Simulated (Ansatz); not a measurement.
# AlF2 (SMILES [F][Al][F]) at USVWN5/STO-3G

Aim: the vertical ionisation energy of AlF2 at USVWN5/STO-3G, from 2 runs. 

The calculation is run with Ansatz 0.2.0.

37 further runs of the same task are left out: 1 that didn't finish, 36 set aside as unsound or not needed.

### 1 The system as given

The species is AlF2 (3 atoms), meant as a doublet with charge 0. As SMILES, `[F][Al][F]`. Geometry: relaxed at PBE0-D4/def2-TZVP.

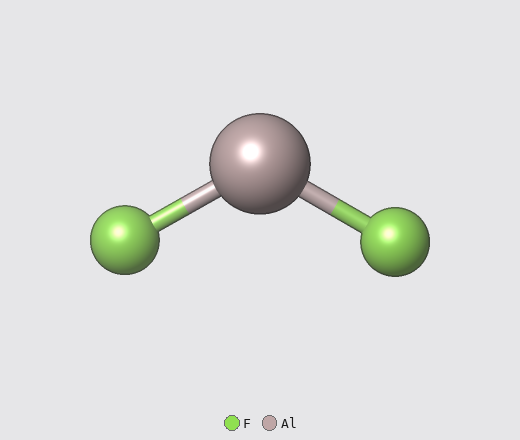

Viewed from a chosen angle; fluorine green, aluminium light grey.

### 2 A single-point energy at USVWN5/STO-3G

File in.yaml:

```yaml
crystal:
  periodic: [false, false, false]
  atoms:
    - symbol: F
      position_ang: [0.533000, -1.361200, 0.136400]
    - symbol: Al
      position_ang: [0.388700, 0.275400, 0.245200]
    - symbol: F
      position_ang: [-0.932500, 1.021000, -0.394800]
basis:
  gaussian:
    orbitals: STO-3G
magnetization:
  spin_polarized: true
  initial_magnetization: 1
hamiltonian:
  xc: {name: SVWN5}
accuracy: high
```

Command:

```sh
ansatz run in.yaml --threads 1 --pin off --max-ram 2610MiB --events-out events.jsonl --progress --plain --runs-dir runs
```

The log of the run:

```text
Warning: RAYON_NUM_THREADS=1 ignored (pool sized by the plan → 1); use --threads N
Functional definition: SVWN5
  name "SVWN5"
  exchange = slater_x
  correlation = vwn5_c
332 factors; integrals over basis functions are off by at most 2.8e-8 eV
mean field evaluation 1: about -11805.3392 eV, gradient 1.6e1 eV
mean field evaluation 2: about -11790.9136 eV, gradient 5.1e1 eV
mean field evaluation 4: about -11807.4802 eV, gradient 5.8e-1 eV
mean field evaluation 8: about -11807.4649 eV, gradient 3.2e-3 eV
mean field evaluation 16: about -11807.4649 eV, gradient 9.2e-9 eV
mean field -11807.46485147 eV, -433.9163299043 hartree, gradient 9.6e-9 eV, S^2 0.750983; 0 other end points of the search recorded, 0 dependent functions left out
reference -11807.46485279 eV, -433.9163299528 hartree; 16, 15 occupied and 3, 4 virtual orbitals, 332 factors
Total energy: -11807.46485279 eV, -433.9163299528 hartree
```

It took 0.86 s on 1 thread of Arm Neoverse V1, shared host; peak memory 0.1 GiB.

### 3 The singlet cation at the same level

in.yaml: that of step 2 with these lines changed.

```diff
@@ -12,7 +12,5 @@
     orbitals: STO-3G
-magnetization:
-  spin_polarized: true
-  initial_magnetization: 1
 hamiltonian:
   xc: {name: SVWN5}
+total_charge: 1
 accuracy: high
```

Command:

```sh
ansatz run in.yaml --threads 1 --pin off --max-ram 2610MiB --events-out events.jsonl --progress --plain --runs-dir runs
```

The log of the run:

```text
Warning: RAYON_NUM_THREADS=1 ignored (pool sized by the plan → 1); use --threads N
[... 4 set-up lines as earlier in the session ...]
332 factors; integrals over basis functions are off by at most 2.8e-8 eV
mean field evaluation 1: about -11791.9545 eV, gradient 4.6e1 eV
mean field evaluation 2: about -11702.1126 eV, gradient 1.6e2 eV
mean field evaluation 4: about -11802.8777 eV, gradient 7.3e0 eV
mean field evaluation 8: about -11803.0611 eV, gradient 5.7e-2 eV
mean field evaluation 16: about -11803.0359 eV, gradient 5.0e-6 eV
mean field -11803.03592622 eV, -433.7535699037 hartree, gradient 3.0e-8 eV, S^2 0.000000; 0 other end points of the search recorded, 0 dependent functions left out
reference -11803.03592755 eV, -433.7535699523 hartree; 15, 15 occupied and 4, 4 virtual orbitals, 332 factors
Total energy: -11803.03592755 eV, -433.7535699523 hartree
```

Run time: 0.58 s. Hardware: 1 thread of Arm Neoverse V1, shared host.

### 4 Summary of results

At USVWN5/STO-3G:

```
                                          quantity          value
                        doublet AlF2: total energy  -433.91633 Eh
                                doublet AlF2: ⟨S²⟩          0.751
                      singlet cation: total energy  -433.75357 Eh
vertical ionisation energy (to the singlet cation)       4.429 eV
```

Removing an electron at fixed nuclei costs 4.43 eV (427 kJ/mol). Only the singlet of the ionised species was computed; a triplet could lie lower. In a minimal basis such a difference can be off by several eV, whatever the method.
